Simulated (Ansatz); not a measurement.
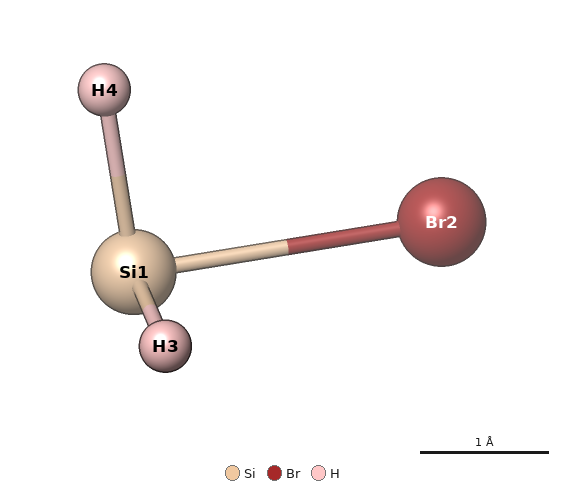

Orthographic view. Depth is shown by fading: the farther an atom, the more it takes the colour of the background. State: charge −1, singlet. The computed structure is the end point of a PBE-D4/def2-SVPD optimisation. No frequency run is at hand to confirm it as a minimum.

Give the geometry as a Z-matrix, atoms in numerical order, with these reference atoms: 2 to 1; 3 to 1, 2; 4 to 1, 3, 2.

```
Si 
Br   1   2.483
H    1   1.560   2    93.7
H    1   1.560   3    91.2   2   -93.8
```
